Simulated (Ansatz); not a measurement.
# CH6GaN + H2: a complex and its separated parts, part 1 of 2

The complex below is one end of an elementary step. How strongly is it bound against its free parts?

The runs use Ansatz 0.2.0, Gaussian basis; PBE0-D4/def2-TZVP structures, single points in def2-TZVPP, no counterpoise correction.

Levels: SPW92, PBE-D4, BLYP-D4, r2SCAN-D4, B97M-V, PBE0-D4, B3LYP-D4, r2SCAN0-D4, BHLYP-D4, CAM-B3LYP-D4, wB97X-V, wB97M-V, B2PLYP, PBE-QIDH, RPA on PBE, Hartree-Fock, MP2, CCSD, CCSD(T).

Cores are frozen in the correlated methods. Filled d shells of the heavier atoms are correlated. B3LYP uses VWN-RPA correlation. B2PLYP carries no dispersion term here.

94 further runs of the same task are left out: 94 set aside as unsound or not needed.

**1. The starting structure**

The complex: 11 atoms, charge 0, spin multiplicity 1.

Atoms are counted from 1 here; the program's logs count them from 0.

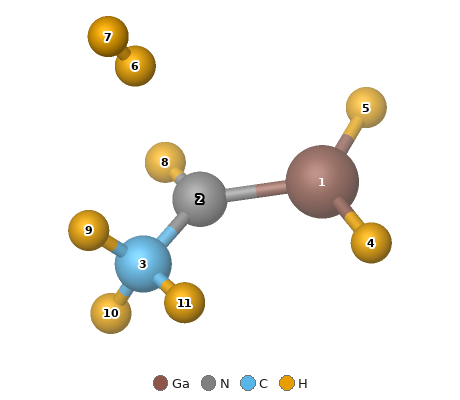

Start geometry, drawn with gallium brown, nitrogen grey, carbon blue, hydrogen amber; atoms are numbered from 1 in the order of the file.

Coordinates:

```csv
atom,x (Å),y (Å),z (Å)
Ga1,-1.2167,1.3874,0.2594
N2,0.1008,0.1933,0.6310
C3,0.0501,-1.2438,0.5074
H4,-2.5516,0.7855,-0.2836
H5,-0.8861,2.8916,0.5113
H6,1.5075,0.2612,-1.7184
H7,1.9432,0.1245,-2.3112
H8,0.9777,0.5281,0.9992
H9,0.8078,-1.6295,-0.1865
H10,0.1930,-1.7507,1.4696
H11,-0.9259,-1.5478,0.1220
```

Its parts: CH6GaN holds atoms 1, 2, 3, 4, 5, 8, 9, 10, 11; H2 holds atoms 6, 7. Each part counts its atoms afresh in its own runs.

**2. Relaxing CH6GaN alone**

The input, relax-a/in.yaml:

```yaml
crystal:
  periodic: [false, false, false]
  atoms:
    - {symbol: Ga, position_ang: [-1.216706, 1.387437, 0.259429]}
    - {symbol: N, position_ang: [0.100819, 0.193342, 0.631031]}
    - {symbol: C, position_ang: [0.050115, -1.243778, 0.507447]}
    - {symbol: H, position_ang: [-2.551573, 0.785499, -0.283588]}
    - {symbol: H, position_ang: [-0.886067, 2.891630, 0.511293]}
    - {symbol: H, position_ang: [0.977683, 0.528075, 0.999176]}
    - {symbol: H, position_ang: [0.807782, -1.629508, -0.186527]}
    - {symbol: H, position_ang: [0.193019, -1.750701, 1.469570]}
    - {symbol: H, position_ang: [-0.925868, -1.547791, 0.122032]}
basis:
  gaussian: {orbitals: def2-TZVP}
hamiltonian: {xc: pbe0, dispersion: d4}
relax: {f_tol: 0.005, max_steps: 200}
```

Started as:

```sh
$ ansatz run in.yaml --threads 4 --pin off --events-out ev --progress --plain --max-ram 9574MiB
```

Output, cut to the lines that bear on the results:

```text
Functional definition: PBE0
  name "PBE0"
  cite "Adamo & Barone, J. Chem. Phys. 110, 6158 (1999) doi:10.1063/1.478522"
  cite "Perdew, Burke & Ernzerhof, Phys. Rev. Lett. 77, 3865 (1996) doi:10.1103/PhysRevLett.77.3865"
  parent pbe
[...]
1012 factors; their error is unknown
[...]
mean field -54993.70990614 eV, -2020.9815629751 hartree, gradient 3.1e-5 eV, S^2 0.000000; 0 other end points of the search recorded, 0 dependent functions left out
[...]
reference -54993.70993814 eV, -2020.9815641513 hartree; 25, 25 occupied and 121, 121 virtual orbitals, 1012 factors
[...]
Atom 1 at     0.096990     0.192680     0.640967 Å, force    -0.001012     0.001032     0.002697 eV/Å
Atom 2 at     0.049769    -1.243595     0.508588 Å, force    -0.000081    -0.000500     0.000433 eV/Å
Atom 3 at    -2.551044     0.786136    -0.284663 Å, force    -0.000338     0.000118     0.000875 eV/Å
Atom 4 at    -0.885761     2.892019     0.507912 Å, force     0.000074     0.000360    -0.001154 eV/Å
Atom 5 at     0.978911     0.528480     0.995058 Å, force    -0.000268    -0.000621    -0.000540 eV/Å
Atom 6 at     0.807347    -1.624212    -0.187782 Å, force     0.000196     0.001374    -0.000328 eV/Å
Atom 7 at     0.194385    -1.756277     1.467761 Å, force     0.000001    -0.000930    -0.000803 eV/Å
Atom 8 at    -0.926139    -1.547743     0.123024 Å, force     0.000174     0.000261    -0.000243 eV/Å
Dipole moment:     0.164439    -0.114335     0.052486 e Å
```

Wall time 8.5 s (4 threads of Arm Neoverse V1, shared host).

Along the way:

```
step  energy from step 1 (eV)  largest force component (eV/Å)
   1                   0.0000                          0.0396
   2                  -0.0002                          0.0162
   3                   0.0000                          0.0765
   4                  -0.0003                          0.0027
```

Distances of close pairs at the start and the end, largest changes first:

| bond | before (Å) | after (Å) | change (Å) |
| --- | --- | --- | --- |
| Ga1–N2 | 1.817 | 1.815 | -0.002 |
| Ga1–H4 | 1.562 | 1.562 | +0.000 |
| Ga1–H5 | 1.561 | 1.561 | +0.000 |
| C3–H7 | 1.097 | 1.097 | -0.000 |
| C3–H8 | 1.097 | 1.097 | +0.000 |
| N2–H6 | 1.008 | 1.008 | -0.000 |
| N2–C3 | 1.443 | 1.443 | -0.000 |
| C3–H9 | 1.092 | 1.093 | +0.000 |

**3. Relaxing H2 alone**

The input, relax-b/in.yaml:

```yaml
crystal:
  periodic: [false, false, false]
  atoms:
    - {symbol: H, position_ang: [1.507474, 0.261199, -1.718414]}
    - {symbol: H, position_ang: [1.943222, 0.124496, -2.311249]}
basis:
  gaussian: {orbitals: def2-TZVP}
hamiltonian: {xc: pbe0, dispersion: d4}
relax: {f_tol: 0.005, max_steps: 200}
```

Started as:

```sh
$ ansatz run in.yaml --threads 4 --pin off --events-out ev --progress --plain --max-ram 9574MiB
```

Output, cut to the lines that bear on the results:

```text
[... 5 set-up lines as earlier in the session ...]
[...]
88 factors; their error is unknown
[...]
mean field -31.78856291 eV, -1.1682081399 hartree, gradient 1.7e-5 eV, S^2 0.000000; 0 other end points of the search recorded, 0 dependent functions left out
[...]
reference -31.78866856 eV, -1.1682120226 hartree; 1, 1 occupied and 11, 11 virtual orbitals, 88 factors
Total energy: -31.79027512 eV, -1.1682710624 hartree
Atom 0 at     1.508108     0.261000    -1.719277 Å, force     0.001022    -0.000321    -0.001390 eV/Å
Atom 1 at     1.942588     0.124695    -2.310386 Å, force    -0.001022     0.000321     0.001390 eV/Å
Dipole moment:     0.000000    -0.000000    -0.000000 e Å
```

It took 0.15 s on 4 threads of Arm Neoverse V1, shared host.

Relaxation path:

| step | energy from step 1 (eV) | largest force component (eV/Å) |
| --- | --- | --- |
| 1 | 0.0000 | 0.0632 |
| 2 | -0.0001 | 0.0014 |

The bond:

```
 bond  before (Å)  after (Å)  change (Å)
H1–H2       0.748      0.746      -0.002
```

**4. SPW92/def2-TZVPP**

The input, parta/in.yaml:

```yaml
crystal:
  periodic: [false, false, false]
  atoms:
    - {symbol: Ga, position_ang: [-1.215253, 1.386717, 0.258998]}
    - {symbol: N, position_ang: [0.096990, 0.192680, 0.640967]}
    - {symbol: C, position_ang: [0.049769, -1.243595, 0.508588]}
    - {symbol: H, position_ang: [-2.551044, 0.786136, -0.284663]}
    - {symbol: H, position_ang: [-0.885761, 2.892019, 0.507912]}
    - {symbol: H, position_ang: [0.978911, 0.528480, 0.995058]}
    - {symbol: H, position_ang: [0.807347, -1.624212, -0.187782]}
    - {symbol: H, position_ang: [0.194385, -1.756277, 1.467761]}
    - {symbol: H, position_ang: [-0.926139, -1.547743, 0.123024]}
basis:
  gaussian: {orbitals: def2-TZVPP}
hamiltonian: {xc: lda}
```

The input, partb/in.yaml:

```yaml
crystal:
  periodic: [false, false, false]
  atoms:
    - {symbol: H, position_ang: [1.508108, 0.261000, -1.719277]}
    - {symbol: H, position_ang: [1.942588, 0.124695, -2.310386]}
basis:
  gaussian: {orbitals: def2-TZVPP}
hamiltonian: {xc: lda}
```

Each run has its own folder and the same command.

Started as:

```sh
$ ansatz run in.yaml --threads 4 --pin off --events-out ev --progress --plain --max-ram 9574MiB
```

parta printed, cut to the lines that bear on the results:

```text
Functional definition: SPW92
  name "SPW92"
  cite "Dirac, Proc. Camb. Phil. Soc. 26, 376 (1930) doi:10.1017/S0305004100016108"
  cite "Slater, Phys. Rev. 81, 385 (1951) doi:10.1103/PhysRev.81.385"
  cite "Perdew & Wang, Phys. Rev. B 45, 13244 (1992) doi:10.1103/PhysRevB.45.13244"
[...]
1057 factors; their error is unknown
[...]
mean field -54898.16656714 eV, -2017.4704100286 hartree, gradient 7.4e-5 eV, S^2 0.000000; 0 other end points of the search recorded, 0 dependent functions left out
reference -54898.16660845 eV, -2017.4704115467 hartree; 25, 25 occupied and 169, 169 virtual orbitals, 1057 factors
Total energy: -54898.16660845 eV, -2017.4704115467 hartree
```

partb printed, cut to the lines that bear on the results:

```text
[... 5 set-up lines as earlier in the session ...]
[...]
118 factors; their error is unknown
[...]
mean field -30.93529684 eV, -1.1368511902 hartree, gradient 4.4e-5 eV, S^2 0.000000; 0 other end points of the search recorded, 0 dependent functions left out
reference -30.93531752 eV, -1.1368519501 hartree; 1, 1 occupied and 27, 27 virtual orbitals, 118 factors
Total energy: -30.93531752 eV, -1.1368519501 hartree
```

They took 0.7 s (parta), 0.1 s (partb) on 4 threads of Arm Neoverse V1, shared host.

**5. PBE-D4/def2-TZVPP**

The same edit goes into each in.yaml of step 4 (parta, partb):

```diff
-hamiltonian: {xc: lda}
+hamiltonian: {xc: pbe, dispersion: d4}
```

Each run has its own folder and the same command.

Started as:

```sh
$ ansatz run in.yaml --threads 4 --pin off --events-out ev --progress --plain --max-ram 9574MiB
```

parta printed, cut to the lines that bear on the results:

```text
Functional definition: PBE
  name "PBE"
[... 2 set-up lines as earlier in the session ...]
[...]
1057 factors; their error is unknown
[...]
mean field -54992.35920040 eV, -2020.9319254549 hartree, gradient 2.8e-5 eV, S^2 0.000000; 0 other end points of the search recorded, 0 dependent functions left out
reference -54992.35924458 eV, -2020.9319270784 hartree; 25, 25 occupied and 169, 169 virtual orbitals, 1057 factors
Total energy: -54992.50441367 eV, -2020.9372619441 hartree
```

Log of partb, cut to the lines that bear on the results:

```text
[... 4 set-up lines as earlier in the session ...]
[...]
118 factors; their error is unknown
[...]
mean field -31.73222219 eV, -1.1661376567 hartree, gradient 3.1e-5 eV, S^2 0.000000; 0 other end points of the search recorded, 0 dependent functions left out
reference -31.73224387 eV, -1.1661384533 hartree; 1, 1 occupied and 27, 27 virtual orbitals, 118 factors
Total energy: -31.73426309 eV, -1.1662126584 hartree
```

Wall times: 1.1 s (parta), 0.1 s (partb) on 4 threads of Arm Neoverse V1, shared host.

**6. BLYP-D4/def2-TZVPP**

The same edit goes into each in.yaml of step 5 (parta, partb):

```diff
-hamiltonian: {xc: pbe, dispersion: d4}
+hamiltonian: {xc: {name: BLYP}, dispersion: d4}
```

Each run has its own folder and the same command.

Started as:

```sh
$ ansatz run in.yaml --threads 4 --pin off --events-out ev --progress --plain --max-ram 9574MiB
```

parta printed, cut to the lines that bear on the results:

```text
Functional definition: BLYP
  name "BLYP"
  cite "Becke, Phys. Rev. A 38, 3098 (1988) doi:10.1103/PhysRevA.38.3098"
  cite "Lee, Yang & Parr, Phys. Rev. B 37, 785 (1988) doi:10.1103/PhysRevB.37.785"
[...]
1057 factors; their error is unknown
[...]
mean field -55004.48322646 eV, -2021.3774751947 hartree, gradient 2.9e-5 eV, S^2 0.000000; 0 other end points of the search recorded, 0 dependent functions left out
reference -55004.48359559 eV, -2021.3774887598 hartree; 25, 25 occupied and 169, 169 virtual orbitals, 1057 factors
Total energy: -55004.80737451 eV, -2021.3893874156 hartree
```

Log of partb, cut to the lines that bear on the results:

```text
[... 4 set-up lines as earlier in the session ...]
[...]
118 factors; their error is unknown
[...]
mean field -31.82604660 eV, -1.1695856401 hartree, gradient 8.3e-5 eV, S^2 0.000000; 0 other end points of the search recorded, 0 dependent functions left out
reference -31.82623902 eV, -1.1695927115 hartree; 1, 1 occupied and 27, 27 virtual orbitals, 118 factors
Total energy: -31.83113692 eV, -1.1697727060 hartree
```

Times: 1.2 s (parta), 0.1 s (partb) on 4 threads of Arm Neoverse V1, shared host.

**7. r2SCAN-D4/def2-TZVPP**

Each input of step 6 (parta, partb) changes in the same lines:

```diff
-hamiltonian: {xc: {name: BLYP}, dispersion: d4}
+hamiltonian: {xc: r2scan, dispersion: d4}
```

Each run has its own folder and the same command.

Started as:

```sh
$ ansatz run in.yaml --threads 4 --pin off --events-out ev --progress --plain --max-ram 9574MiB
```

parta printed, cut to the lines that bear on the results:

```text
Functional definition: r2SCAN
  name "r2SCAN"
  cite "Furness, Kaplan, Ning, Perdew & Sun, J. Phys. Chem. Lett. 11, 8208 (2020) doi:10.1021/acs.jpclett.0c02405"
  cite "Furness, Kaplan, Ning, Perdew & Sun, J. Phys. Chem. Lett. 11, 9248 (2020) doi:10.1021/acs.jpclett.0c03077"
  parent r2scan
[...]
1057 factors; their error is unknown
[...]
mean field -55001.98567089 eV, -2021.2856917202 hartree, gradient 2.7e-5 eV, S^2 0.000000; 0 other end points of the search recorded, 0 dependent functions left out
reference -55001.98568379 eV, -2021.2856921944 hartree; 25, 25 occupied and 169, 169 virtual orbitals, 1057 factors
Total energy: -55002.01998507 eV, -2021.2869527432 hartree
```

Log of partb, cut to the lines that bear on the results:

```text
[... 5 set-up lines as earlier in the session ...]
[...]
118 factors; their error is unknown
[...]
mean field -31.87204980 eV, -1.1712762266 hartree, gradient 4.1e-5 eV, S^2 0.000000; 0 other end points of the search recorded, 0 dependent functions left out
reference -31.87205642 eV, -1.1712764698 hartree; 1, 1 occupied and 27, 27 virtual orbitals, 118 factors
Total energy: -31.87255780 eV, -1.1712948952 hartree
```

They took 2.4 s (parta), 0.35 s (partb) on 4 threads of Arm Neoverse V1, shared host.

**8. B97M-V/def2-TZVPP**

Each input of step 7 (parta, partb) changes in the same lines:

```diff
-hamiltonian: {xc: r2scan, dispersion: d4}
+hamiltonian: {xc: {name: B97M-V}}
```

One command serves all of them, each in its own folder.

Started as:

```sh
$ ansatz run in.yaml --threads 4 --pin off --events-out ev --progress --plain --max-ram 9574MiB
```

Log of parta, cut to the lines that bear on the results:

```text
Functional definition: B97M-V
  name "B97M-V"
  cite "Mardirossian & Head-Gordon, J. Chem. Phys. 142, 074111 (2015) doi:10.1063/1.4907719"
  cite "Becke, J. Chem. Phys. 107, 8554 (1997) doi:10.1063/1.475007"
  cite "Vydrov & Van Voorhis, J. Chem. Phys. 133, 244103 (2010) doi:10.1063/1.3521275"
  # Of w^i u^j: cxij and so on, Table III.
[...]
  gx(w, u) = cx00 + cx01*u + cx02*u^2 + (cx10 + cx11*u)*w
[...]
  gos(w, u) = cos00 + cos01*u + cos03*u^3 + cos10*w + cos32*w^3*u^2
[...]
      + integral(e_c_pw_mod_opposite_spin*gos(b97_w_opposite, b97_u_opposite)) + vv10(b, c)
1057 factors; their error is unknown
[...]
mean field -54993.65653514 eV, -2020.9796016273 hartree, gradient 2.2e-5 eV, S^2 0.000000; 0 other end points of the search recorded, 0 dependent functions left out
reference -54993.65659695 eV, -2020.9796038987 hartree; 25, 25 occupied and 169, 169 virtual orbitals, 1057 factors
Total energy: -54993.65659695 eV, -2020.9796038987 hartree
```

partb printed, cut to the lines that bear on the results:

```text
[... 5 set-up lines as earlier in the session ...]
  # Of w^i u^j: cxij and so on, Table III.
[...]
  gx(w, u) = cx00 + cx01*u + cx02*u^2 + (cx10 + cx11*u)*w
  gss(w, u) = css00 + css02*u^2 + css10*w + (css32*w^3 + css42*w^4)*u^2
  gos(w, u) = cos00 + cos01*u + cos03*u^3 + cos10*w + cos32*w^3*u^2
[...]
      + integral(e_c_pw_mod_opposite_spin*gos(b97_w_opposite, b97_u_opposite)) + vv10(b, c)
118 factors; their error is unknown
[...]
mean field -31.90529002 eV, -1.1724977822 hartree, gradient 8.2e-6 eV, S^2 0.000000; 0 other end points of the search recorded, 0 dependent functions left out
reference -31.90531971 eV, -1.1724988730 hartree; 1, 1 occupied and 27, 27 virtual orbitals, 118 factors
Total energy: -31.90531971 eV, -1.1724988730 hartree
```

Times: 6 s (parta), 0.2 s (partb) on 4 threads of Arm Neoverse V1, shared host.

**9. PBE0-D4/def2-TZVPP**

Each input of step 8 (parta, partb) changes in the same lines:

```diff
-hamiltonian: {xc: {name: B97M-V}}
+hamiltonian: {xc: pbe0, dispersion: d4}
+output: {orbitals: {seedname: orbitals}}
```

The same command starts each run, in its folder.

Started as:

```sh
$ ansatz run in.yaml --threads 4 --pin off --events-out ev --progress --plain --max-ram 9574MiB
```

Output in parta, cut to the lines that bear on the results:

```text
[... 5 set-up lines as earlier in the session ...]
[...]
1102 factors; their error is unknown
[...]
mean field -54993.77502855 eV, -2020.9839561796 hartree, gradient 4.2e-5 eV, S^2 0.000000; 0 other end points of the search recorded, 0 dependent functions left out
reference -54993.77506116 eV, -2020.9839573779 hartree; 25, 25 occupied and 169, 169 virtual orbitals, 1102 factors
Total energy: -54993.89652122 eV, -2020.9884209530 hartree
```

Output in partb, cut to the lines that bear on the results:

```text
[... 5 set-up lines as earlier in the session ...]
[...]
118 factors; their error is unknown
[...]
mean field -31.79610750 eV, -1.1684853986 hartree, gradient 5.5e-5 eV, S^2 0.000000; 0 other end points of the search recorded, 0 dependent functions left out
reference -31.79612349 eV, -1.1684859862 hartree; 1, 1 occupied and 27, 27 virtual orbitals, 118 factors
Total energy: -31.79773005 eV, -1.1685450260 hartree
```

They took 1.8 s (parta), 0.1 s (partb) on 4 threads of Arm Neoverse V1, shared host.

**10. B3LYP-D4/def2-TZVPP**

Each input of step 9 (parta, partb) changes in the same lines:

```diff
-hamiltonian: {xc: pbe0, dispersion: d4}
-output: {orbitals: {seedname: orbitals}}
+hamiltonian: {xc: {name: B3LYP}, dispersion: d4}
```

One command serves all of them, each in its own folder.

Started as:

```sh
$ ansatz run in.yaml --threads 4 --pin off --events-out ev --progress --plain --max-ram 9574MiB
```

Log of parta, cut to the lines that bear on the results:

```text
Functional definition: B3LYP
  name "B3LYP"
  cite "Stephens, Devlin, Chabalowski & Frisch, J. Phys. Chem. 98, 11623 (1994) doi:10.1021/j100096a001"
[... 2 set-up lines as earlier in the session ...]
  cite "Vosko, Wilk & Nusair, Can. J. Phys. 58, 1200 (1980) doi:10.1139/p80-159"
[...]
1092 factors; their error is unknown
[...]
mean field -55005.49262520 eV, -2021.4145699141 hartree, gradient 5.4e-5 eV, S^2 0.000000; 0 other end points of the search recorded, 0 dependent functions left out
reference -55005.49289829 eV, -2021.4145799501 hartree; 25, 25 occupied and 169, 169 virtual orbitals, 1092 factors
Total energy: -55005.72789332 eV, -2021.4232158581 hartree
```

Log of partb, cut to the lines that bear on the results:

```text
[... 6 set-up lines as earlier in the session ...]
[...]
118 factors; their error is unknown
[...]
mean field -32.10922750 eV, -1.1799923461 hartree, gradient 4.6e-5 eV, S^2 0.000000; 0 other end points of the search recorded, 0 dependent functions left out
reference -32.10936960 eV, -1.1799975683 hartree; 1, 1 occupied and 27, 27 virtual orbitals, 118 factors
Total energy: -32.11252069 eV, -1.1801133686 hartree
```

Times: 1.7 s (parta), 0.1 s (partb) on 4 threads of Arm Neoverse V1, shared host.

**11. r2SCAN0-D4/def2-TZVPP**

Each input of step 10 (parta, partb) changes in the same lines:

```diff
-hamiltonian: {xc: {name: B3LYP}, dispersion: d4}
+hamiltonian: {xc: {name: r2SCAN0}, dispersion: d4}
```

Each run has its own folder and the same command.

Started as:

```sh
$ ansatz run in.yaml --threads 4 --pin off --events-out ev --progress --plain --max-ram 9574MiB
```

parta printed, cut to the lines that bear on the results:

```text
Functional definition: r2SCAN0
  name "r2SCAN0"
  cite "Bursch, Neugebauer, Ehlert & Grimme, J. Chem. Phys. 156, 134105 (2022) doi:10.1063/5.0086040"
[... 3 set-up lines as earlier in the session ...]
[...]
1102 factors; their error is unknown
[...]
mean field -55000.96741055 eV, -2021.2482713429 hartree, gradient 5.0e-5 eV, S^2 0.000000; 0 other end points of the search recorded, 0 dependent functions left out
reference -55000.96742084 eV, -2021.2482717211 hartree; 25, 25 occupied and 169, 169 virtual orbitals, 1102 factors
Total energy: -55001.00776175 eV, -2021.2497542223 hartree
```

Log of partb, cut to the lines that bear on the results:

```text
[... 6 set-up lines as earlier in the session ...]
[...]
118 factors; their error is unknown
[...]
mean field -31.85186832 eV, -1.1705345708 hartree, gradient 1.4e-5 eV, S^2 0.000000; 0 other end points of the search recorded, 0 dependent functions left out
reference -31.85187345 eV, -1.1705347592 hartree; 1, 1 occupied and 27, 27 virtual orbitals, 118 factors
Total energy: -31.85241482 eV, -1.1705546544 hartree
```

Times: 2.7 s (parta), 0.35 s (partb) on 4 threads of Arm Neoverse V1, shared host.

**12. BHLYP-D4/def2-TZVPP**

The same edit goes into each in.yaml of step 11 (parta, partb):

```diff
-hamiltonian: {xc: {name: r2SCAN0}, dispersion: d4}
+hamiltonian: {xc: {name: BHLYP}, dispersion: d4}
```

One command serves all of them, each in its own folder.

Started as:

```sh
$ ansatz run in.yaml --threads 4 --pin off --events-out ev --progress --plain --max-ram 9574MiB
```

Log of parta, cut to the lines that bear on the results:

```text
Functional definition: BHLYP
  name "BHLYP"
  cite "Becke, J. Chem. Phys. 98, 1372 (1993) doi:10.1063/1.464304"
[... 2 set-up lines as earlier in the session ...]
[...]
1197 factors; their error is unknown
[...]
mean field -55001.50734159 eV, -2021.2681134426 hartree, gradient 1.3e-5 eV, S^2 0.000000; 0 other end points of the search recorded, 0 dependent functions left out
reference -55001.50752491 eV, -2021.2681201797 hartree; 25, 25 occupied and 169, 169 virtual orbitals, 1197 factors
Total energy: -55001.68642493 eV, -2021.2746946343 hartree
```

partb printed, cut to the lines that bear on the results:

```text
[... 5 set-up lines as earlier in the session ...]
[...]
118 factors; their error is unknown
[...]
mean field -31.83805367 eV, -1.1700268918 hartree, gradient 5.6e-5 eV, S^2 0.000000; 0 other end points of the search recorded, 0 dependent functions left out
reference -31.83814923 eV, -1.1700304037 hartree; 1, 1 occupied and 27, 27 virtual orbitals, 118 factors
Total energy: -31.83989283 eV, -1.1700944795 hartree
```

Wall times: 1.6 s (parta), 0.1 s (partb) on 4 threads of Arm Neoverse V1, shared host.

(Continued in part 2 of 2.)
